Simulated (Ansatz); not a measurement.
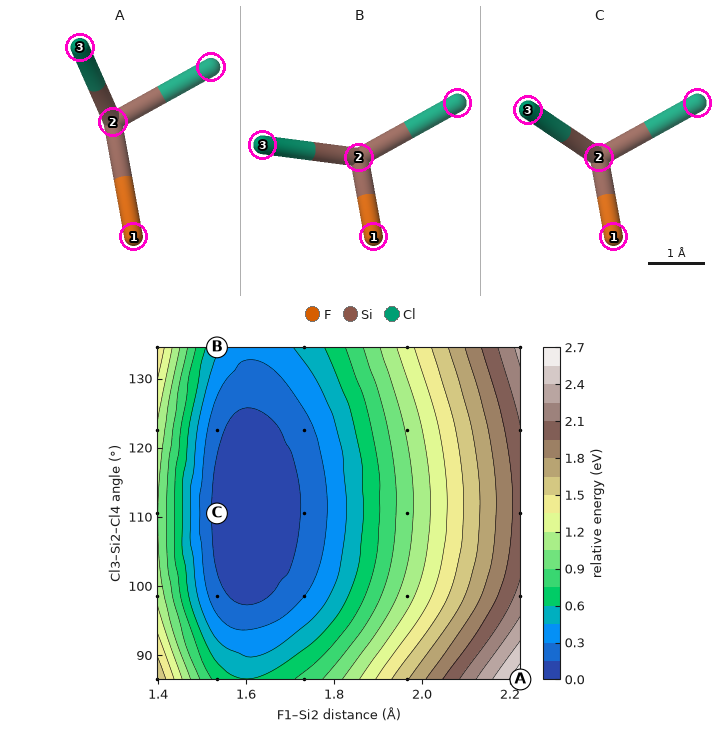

SiCl2F (multiplicity 2): the F–Si bond length and the Cl–Si–Cl angle are varied on a grid, with the rest of the molecule carried along rigidly. The map is interpolated between the computed points (dots). The lettered frames are marked on it. Style: stick. Shown at a tilt. The ringed atoms are those of the scanned coordinates.

Computed with Ansatz: PBE-D4, basis def2-TZVPP, on geometries moved rigidly from the minimum at PBE0-D4/def2-TZVP. Energies are counted from the PBE0-D4/def2-TZVP minimum geometry at the same level.

> Where is the lowest point of the map, and what else does it tell?

In pairs of (F1–Si2 distance (Å); Cl3–Si2–Cl4 angle (°)): the lowest computed point lies at (1.534, 110.5) (0.097 eV), the highest at (2.224, 86.5) (2.654 eV). The frames lie at A (2.224, 86.5): 2.654 eV, B (1.534, 134.5): 0.472 eV, C (1.534, 110.5): 0.097 eV.
